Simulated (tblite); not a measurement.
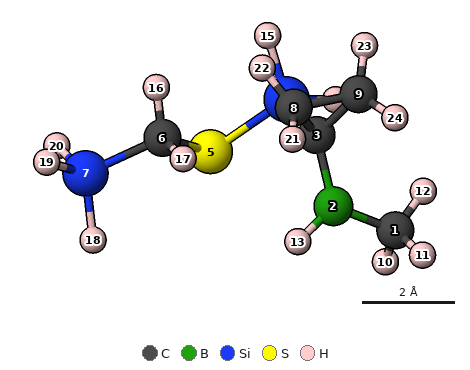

*The input geometry (ball-and-stick view, seen at a tilt; atoms are numbered from 1 in the order of the input).*

# Geometry relaxation, with input and output: C₅H₁₅BSSi₂ (part 1 of 2)

C₅H₁₅BSSi₂, computed with GFN2-xTB geometry optimisation, gas phase (tblite 0.8.0).

It belongs to a series of runs on one base structure; here: CH2 inserted into a S-Si bond.

Log
```
step      E/eV     max force
  0    -714.46306    1.643
  1    -714.66421    1.099
  2    -714.78566    0.514
  3    -714.81184    0.389
  4    -714.84111    0.308
  5    -714.85106    0.230
  6    -714.85980    0.175
  7    -714.86335    0.167
  8    -714.86639    0.135
  9    -714.86861    0.118
 10    -714.87019    0.103
 11    -714.87137    0.069
 12    -714.87260    0.078
 13    -714.87395    0.079
 14    -714.87535    0.084
 15    -714.87673    0.078
 16    -714.87812    0.093
 17    -714.87945    0.078
 18    -714.88048    0.075
 19    -714.88116    0.060
 20    -714.88173    0.048
 21    -714.88236    0.056
 22    -714.88305    0.080
 23    -714.88366    0.084
 24    -714.88418    0.062
 25    -714.88468    0.069
 26    -714.88522    0.091
 27    -714.88578    0.080
 28    -714.88624    0.045
 29    -714.88657    0.037
 30    -714.88686    0.058
 31    -714.88717    0.070
 32    -714.88751    0.057
 33    -714.88783    0.059
 34    -714.88810    0.039
 35    -714.88828    0.029
 36    -714.88842    0.024
 37    -714.88856    0.028
 38    -714.88870    0.029
 39    -714.88884    0.026
 40    -714.88897    0.024
 41    -714.88908    0.025
 42    -714.88920    0.028
 43    -714.88932    0.030
 44    -714.88943    0.025
 45    -714.88955    0.024
 46    -714.88968    0.033
 47    -714.88983    0.039
 48    -714.89002    0.040
 49    -714.89020    0.038
 50    -714.89037    0.036
 51    -714.89052    0.026
 52    -714.89064    0.032
 53    -714.89075    0.030
 54    -714.89084    0.020
 55    -714.89093    0.023
 56    -714.89105    0.027
 57    -714.89117    0.024
 58    -714.89127    0.020
 59    -714.89135    0.021
 60    -714.89143    0.021
 61    -714.89155    0.026
 62    -714.89168    0.025
 63    -714.89181    0.026
 64    -714.89197    0.033
 65    -714.89219    0.047
 66    -714.89254    0.059
 67    -714.89297    0.050
 68    -714.89340    0.048
 69    -714.89380    0.043
 70    -714.89426    0.068
 71    -714.89492    0.083
 72    -714.89562    0.065
 73    -714.89610    0.047
 74    -714.89646    0.040
 75    -714.89679    0.052
 76    -714.89714    0.053
 77    -714.89747    0.048
 78    -714.89751    0.058
 79    -714.89797    0.039
 80    -714.89821    0.038
 81    -714.89852    0.037
 82    -714.89880    0.034
 83    -714.89906    0.045
 84    -714.89938    0.052
 85    -714.89983    0.049
 86    -714.90037    0.049
 87    -714.90074    0.052
 88    -714.90098    0.088
 89    -714.90143    0.040
 90    -714.90178    0.029
 91    -714.90218    0.035
 92    -714.90253    0.040
 93    -714.90280    0.036
 94    -714.90300    0.029
 95    -714.90320    0.032
 96    -714.90346    0.033
 97    -714.90369    0.028
 98    -714.90385    0.026
 99    -714.90393    0.026
100    -714.90405    0.027
101    -714.90425    0.024
102    -714.90457    0.032
103    -714.90480    0.027
104    -714.90495    0.028
105    -714.90507    0.024
106    -714.90531    0.028
107    -714.90555    0.027
108    -714.90578    0.030
109    -714.90596    0.029
110    -714.90616    0.030
111    -714.90640    0.035
112    -714.90665    0.034
113    -714.90683    0.026
114    -714.90699    0.024
115    -714.90719    0.034
116    -714.90750    0.043
117    -714.90790    0.056
118    -714.90812    0.094
119    -714.90853    0.042
120    -714.90881    0.024
121    -714.90905    0.022
122    -714.90920    0.025
123    -714.90933    0.024
124    -714.90949    0.028
125    -714.90970    0.036
126    -714.91000    0.036
127    -714.91029    0.033
128    -714.91054    0.037
129    -714.91077    0.037
130    -714.91104    0.044
131    -714.91134    0.044
132    -714.91166    0.034
133    -714.91203    0.044
134    -714.91232    0.051
135    -714.91287    0.057
136    -714.91357    0.060
137    -714.91440    0.057
138    -714.91515    0.048
139    -714.91574    0.069
140    -714.91596    0.112
141    -714.91675    0.067
142    -714.91742    0.073
143    -714.91832    0.102
144    -714.91905    0.081
145    -714.91983    0.079
146    -714.92062    0.058
147    -714.92140    0.077
148    -714.92127    0.153
149    -714.92262    0.096
150    -714.92315    0.041
151    -714.92385    0.035
152    -714.92441    0.043
153    -714.92489    0.047
154    -714.92546    0.045
155    -714.92600    0.043
156    -714.92663    0.044
157    -714.92743    0.065
158    -714.92718    0.169
159    -714.92906    0.080
160    -714.92975    0.064
161    -714.93132    0.062
162    -714.93198    0.059
163    -714.93294    0.065
164    -714.93358    0.050
165    -714.93414    0.047
166    -714.93461    0.045
167    -714.93533    0.042
168    -714.93597    0.041
169    -714.93658    0.045
170    -714.93723    0.041
171    -714.93782    0.053
172    -714.93830    0.038
173    -714.93871    0.037
174    -714.93918    0.038
175    -714.93960    0.039
176    -714.94018    0.044
177    -714.94062    0.035
178    -714.94096    0.031
179    -714.94120    0.029
180    -714.94141    0.025
181    -714.94161    0.027
182    -714.94180    0.023
183    -714.94195    0.024
184    -714.94206    0.018
185    -714.94213    0.015
186    -714.94218    0.013
187    -714.94222    0.015
188    -714.94227    0.014
189    -714.94233    0.014
190    -714.94238    0.016
191    -714.94243    0.019
192    -714.94250    0.021
193    -714.94256    0.017
194    -714.94261    0.016
195    -714.94266    0.012
196    -714.94271    0.013
197    -714.94276    0.017
198    -714.94281    0.017
199    -714.94288    0.016
200    -714.94295    0.025
201    -714.94304    0.029
202    -714.94317    0.029
203    -714.94334    0.027
204    -714.94353    0.027
205    -714.94372    0.026
206    -714.94388    0.027
207    -714.94404    0.026
208    -714.94418    0.026
209    -714.94433    0.028
210    -714.94446    0.027
211    -714.94458    0.023
212    -714.94470    0.028
213    -714.94482    0.026
214    -714.94493    0.019
215    -714.94501    0.017
216    -714.94505    0.012
217    -714.94508    0.010
218    -714.94511    0.012
219    -714.94514    0.010
```

Trajectory as extended XYZ (Å, eV, eV/Å), 9 of the 220 frames kept, from step=0 to step=219
```
24
Properties=species:S:1:pos:R:3:forces:R:3 step=0 energy=-714.46306
C    -2.6077   -1.9586    0.2966   -0.2950   0.6190   0.0490
B    -1.5688   -1.0974   -0.5401    0.3530   0.1320   0.7480
C    -1.1037    0.3408   -0.0263   -1.1220  -0.0600  -1.1990
Si    0.1454    0.4868    1.3483   -0.0580  -0.2400   0.7630
S     1.8836   -0.7084    0.9070   -0.3290   0.3870   0.0220
C     2.3201    0.2462   -0.5885   -0.1340   0.7440  -0.1900
Si    3.9178   -0.4191   -1.2940    0.9710  -0.7150  -0.0320
C    -1.0973    1.4570   -1.0684   -0.5990  -0.1490   0.4050
C    -2.1994    1.4033   -0.0213    0.3590   0.4550  -0.2520
H    -2.1434   -2.8996    0.6399   -0.4060   0.4190  -0.2360
H    -3.4891   -2.1952   -0.3501    0.6900  -0.0360   0.6530
H    -2.9663   -1.3864    1.1847    0.1260  -0.6380  -0.5950
H    -1.0617   -1.5694   -1.4786    0.0060   0.0000  -0.2230
H    -0.4575   -0.0215    2.5956    0.2580   0.0150  -0.2110
H     0.5378    1.8918    1.5491    0.0830  -0.1260  -0.1010
H     2.4680    1.3182   -0.3170   -0.3690  -0.7310  -0.1340
H     1.5320    0.1499   -1.3507    0.0640   0.1570   0.5000
H     3.7374   -1.8436   -1.6445    0.0140   0.2840   0.0570
H     4.2765    0.3459   -2.4872   -0.0440   0.0760  -0.0510
H     4.9923   -0.2941   -0.2835   -0.2390  -0.0040  -0.2070
H    -1.4542    1.1797   -2.0867    0.8480   0.5260   0.7880
H    -0.3698    2.2722   -0.9085   -0.4690  -0.5800  -0.6970
H    -2.1052    2.2164    0.7535   -0.7210  -1.0980  -0.8540
H    -3.1985    1.1051   -0.4404    1.0130   0.5620   0.9950
24
Properties=species:S:1:pos:R:3:forces:R:3 step=27 energy=-714.88578
C    -2.5695   -1.9348    0.3227    0.0090   0.0150   0.0110
B    -1.5259   -1.0918   -0.4976    0.0120  -0.0020  -0.0030
C    -1.1853    0.3696   -0.0756   -0.0220  -0.0120  -0.0170
Si    0.0664    0.4512    1.3473   -0.0700   0.0080  -0.0370
S     1.8607   -0.6345    0.9207    0.0300  -0.0250  -0.0150
C     2.3484    0.2391   -0.6143    0.0050   0.0030  -0.0140
Si    3.9751   -0.4685   -1.3009   -0.0110   0.0040  -0.0010
C    -1.1332    1.5078   -1.0639    0.0000   0.0030   0.0030
C    -2.2311    1.4584   -0.0518    0.0070  -0.0200   0.0060
H    -2.1435   -2.8822    0.6512    0.0220   0.0070  -0.0100
H    -3.4178   -2.2020   -0.3085    0.0150   0.0050  -0.0110
H    -2.9611   -1.4231    1.1981   -0.0160   0.0140   0.0220
H    -0.9842   -1.5834   -1.4182    0.0030   0.0140   0.0090
H    -0.4102   -0.1621    2.5757   -0.0350  -0.0130   0.0330
H     0.4407    1.8563    1.5271    0.0200   0.0260   0.0310
H     2.4508    1.2933   -0.3643   -0.0090   0.0140  -0.0240
H     1.5330    0.1262   -1.3253   -0.0050   0.0100  -0.0040
H     3.7711   -1.8708   -1.6502    0.0020  -0.0170  -0.0080
H     4.2885    0.3271   -2.4942    0.0080  -0.0200   0.0110
H     5.0222   -0.3225   -0.2943    0.0110   0.0030   0.0050
H    -1.3773    1.2945   -2.0956   -0.0040  -0.0070   0.0050
H    -0.3791    2.2766   -0.9578   -0.0060   0.0090   0.0090
H    -2.2229    2.1874    0.7470    0.0120  -0.0150  -0.0030
H    -3.2275    1.2080   -0.3883    0.0200  -0.0060   0.0010
24
Properties=species:S:1:pos:R:3:forces:R:3 step=55 energy=-714.89093
C    -2.5245   -1.9228    0.3263    0.0080   0.0040  -0.0080
B    -1.4922   -1.0755   -0.5039   -0.0120  -0.0030  -0.0040
C    -1.1826    0.3902   -0.0830   -0.0020  -0.0050  -0.0170
Si    0.0494    0.4526    1.3548    0.0050  -0.0060   0.0070
S     1.8537   -0.6122    0.9012   -0.0080   0.0020   0.0120
C     2.3282    0.2354   -0.6537   -0.0090   0.0030   0.0060
Si    3.9617   -0.4962   -1.2974    0.0070  -0.0090   0.0010
C    -1.1436    1.5402   -1.0558    0.0030   0.0090   0.0030
C    -2.2457    1.4590   -0.0503   -0.0030   0.0020   0.0090
H    -2.0772   -2.8508    0.6816   -0.0010   0.0100  -0.0110
H    -3.3576   -2.2235   -0.3105    0.0130  -0.0110   0.0160
H    -2.9381   -1.3987    1.1858    0.0030  -0.0130  -0.0190
H    -0.9357   -1.5615   -1.4180   -0.0080  -0.0060   0.0090
H    -0.4430   -0.2175    2.5498   -0.0020   0.0100   0.0060
H     0.4084    1.8515    1.6083    0.0020   0.0030  -0.0070
H     2.4249    1.2961   -0.4312   -0.0030   0.0050  -0.0040
H     1.5141    0.1020   -1.3624   -0.0050  -0.0050  -0.0020
H     3.7553   -1.9051   -1.6191   -0.0020  -0.0130   0.0010
H     4.3173    0.2605   -2.5018   -0.0020   0.0080  -0.0130
H     4.9860   -0.3324   -0.2699    0.0110  -0.0010   0.0020
H    -1.3788    1.3362   -2.0915    0.0010  -0.0060   0.0050
H    -0.4045    2.3207   -0.9342    0.0080   0.0130   0.0050
H    -2.2516    2.1761    0.7581    0.0000   0.0100   0.0110
H    -3.2356    1.1957   -0.3939   -0.0040  -0.0040  -0.0080
24
Properties=species:S:1:pos:R:3:forces:R:3 step=82 energy=-714.89880
C    -2.3753   -1.9505    0.2626   -0.0030   0.0060  -0.0050
B    -1.4420   -1.0048   -0.5778    0.0110   0.0090   0.0040
C    -1.1711    0.4458   -0.0810   -0.0300   0.0060   0.0150
Si    0.0255    0.5159    1.3845    0.0040  -0.0080   0.0090
S     1.8370   -0.5478    0.9639    0.0080  -0.0010  -0.0070
C     2.2488    0.1570   -0.6792   -0.0160  -0.0070   0.0150
Si    3.8889   -0.5963   -1.2820   -0.0070   0.0050  -0.0030
C    -1.1473    1.6492   -0.9875    0.0090  -0.0100  -0.0130
C    -2.2720    1.4766   -0.0201   -0.0040   0.0230  -0.0170
H    -1.7795   -2.7394    0.7249    0.0010   0.0230  -0.0200
H    -3.1025   -2.4626   -0.3670    0.0170  -0.0020   0.0090
H    -2.9161   -1.4417    1.0576    0.0000  -0.0140   0.0090
H    -0.9194   -1.4160   -1.5469    0.0070   0.0000  -0.0060
H    -0.4869   -0.1362    2.5810    0.0000  -0.0010   0.0030
H     0.3742    1.9204    1.6240    0.0040  -0.0010   0.0110
H     2.3115    1.2385   -0.5734    0.0080  -0.0260   0.0190
H     1.4240   -0.0778   -1.3483    0.0030   0.0090  -0.0010
H     3.6898   -2.0259   -1.5038    0.0100  -0.0090   0.0090
H     4.2282    0.0764   -2.5393   -0.0040   0.0090  -0.0220
H     4.9215   -0.3480   -0.2801    0.0040  -0.0060   0.0040
H    -1.3451    1.4999   -2.0395   -0.0170  -0.0130  -0.0120
H    -0.4345    2.4412   -0.7988   -0.0090   0.0130  -0.0070
H    -2.3290    2.1471    0.8260    0.0070  -0.0050  -0.0030
H    -3.2405    1.1989   -0.4109   -0.0040  -0.0020   0.0080
```
